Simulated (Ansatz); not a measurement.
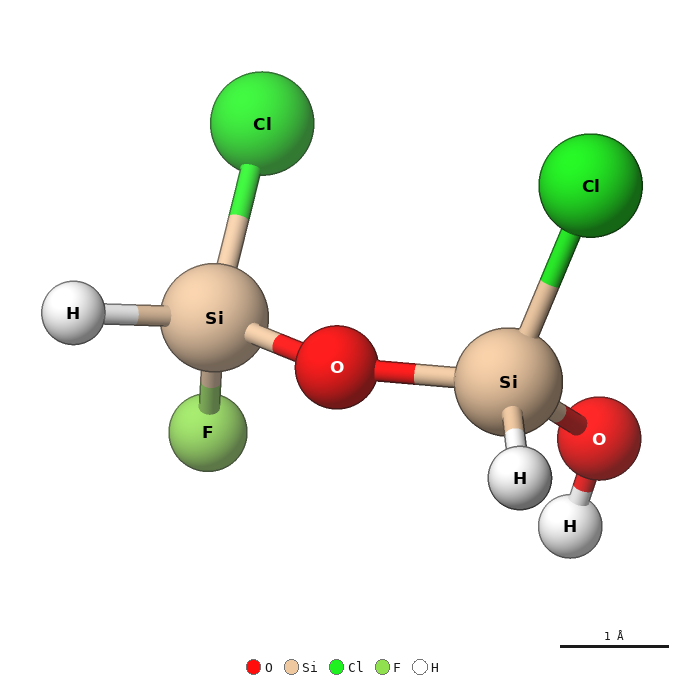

Simulated data, not a measurement (program: Ansatz).

Description:

Formula Cl2FH3O2Si2. SMILES: `O[Si@@H](Cl)O[Si@H](F)Cl`. It has no ring. Among its groups: Si–H bond, Si–O bond. The point group is C1. Coordination: 2 O bent; 2 Si tetrahedral.
